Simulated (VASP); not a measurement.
Shape and ions are relaxed at each volume.

Energy against volume of Tl (hcp). Computed with vdW-DF2, VASP's PBE PAW potentials (set 64) (plane waves; VASP).

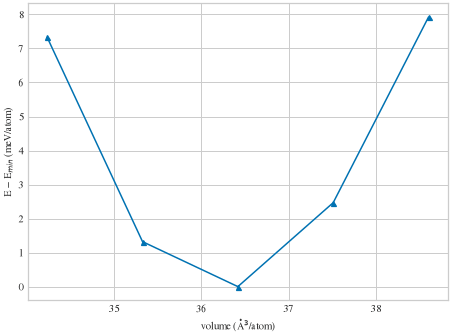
Figure: Energy against volume

Problem. Estimate the equilibrium volume and the bulk modulus.

Solution. The minimum lies near 36.2 Å³/atom, and the curvature gives B0 of about 19 GPa.

Measured: bulk modulus 37.4 GPa at 0 K (computed value off by -49.2 %), as given by K. Lejaeghere et al., Critical reviews in solid state and materials sciences/CRC critical reviews in solid state and materials sciences (2013), arXiv:1204.2733 [extrapolated to 0 K and zero-point effects removed (source: thermally corrected experimental values)].

The compound is Tl in the hcp structure. It was relaxed first, which changed the volume by +27 %.
